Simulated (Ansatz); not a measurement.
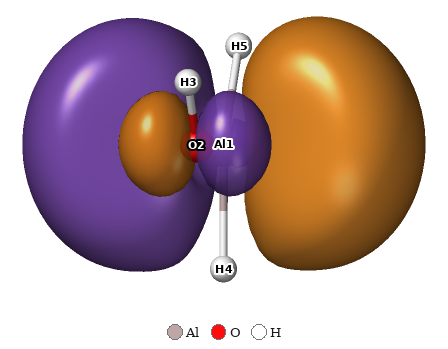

Figure. AlH₃O. The LUMO at ±0.1 Å⁻³ᐟ² (orange and purple are the two phases), seen at an oblique angle.

Not at a stationary point (largest force 1.4 eV/Å).

These are results of RKS PBE/def2-SVP in Ansatz, not measurements.

```
atom    x (Å)    y (Å)    z (Å)
  Al   0.3067  -0.0037  -0.0549
   O   0.8222  -0.1372   1.6036
   H   0.2428  -0.2309   2.3817
   H   1.8107   0.0976  -0.4186
   H  -1.1563  -0.0072  -0.6945
```

Where does this orbital lie, and at what energy?

It lies mainly on Al1 (about 80 %) and O2 (about 10 %); it changes sign across the molecular plane (π type). Its energy is −1.64 eV.
